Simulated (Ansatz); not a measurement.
```xyz
13

C    -1.5605    2.4861   -0.6075
C    -0.9578    1.5600   -0.1266
Ge   -0.0108    0.1044    0.6274
C     1.8788    0.2736    0.2042
Si   -0.8162   -1.8727   -0.2601
H    -2.0898    3.2993   -1.0299
H    -0.2005    0.1006    2.1654
H     2.2683    1.2228    0.6258
H     2.0115    0.2750   -0.8971
H     2.4328   -0.5817    0.6426
H    -0.6313   -1.8612   -1.7187
H    -2.2467   -2.0023    0.0542
H    -0.0779   -3.0040    0.3204
```

All numbers below come from SCF PBE, Gaussian basis in Ansatz 0.2.0.

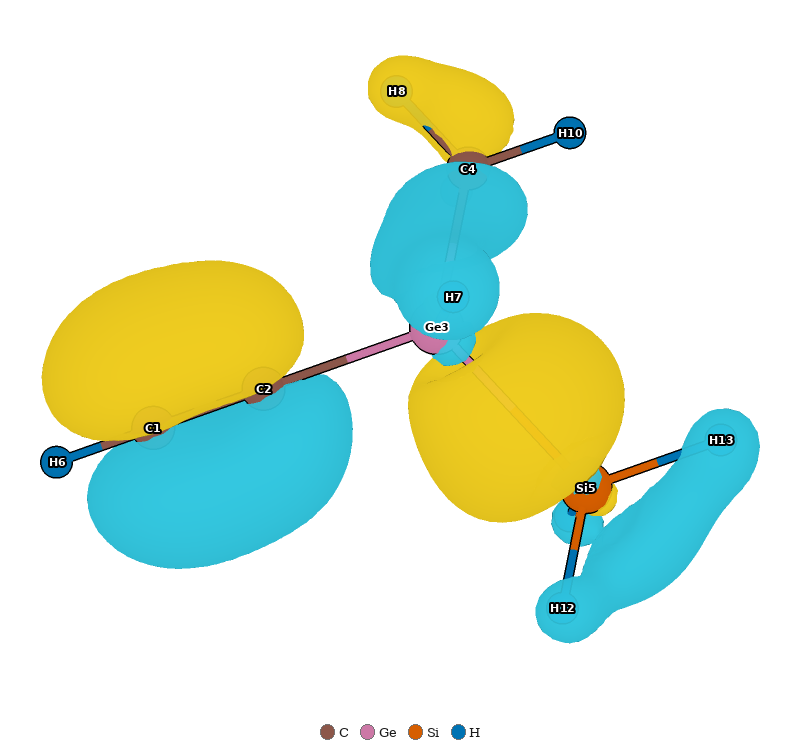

C3H8GeSi (SMILES C#[C][GeH]([CH3])[SiH3]). The HOMO at ±0.1 Å⁻³ᐟ² (yellow and cyan are the two phases), seen across its widest extent.

Describe this orbital and give its energy.

Answer. It lies mainly on C1 (about 30 %), C2 (about 25 %), Si5 (about 15 %) and Ge3 (about 15 %). Its energy is −6.24 eV.
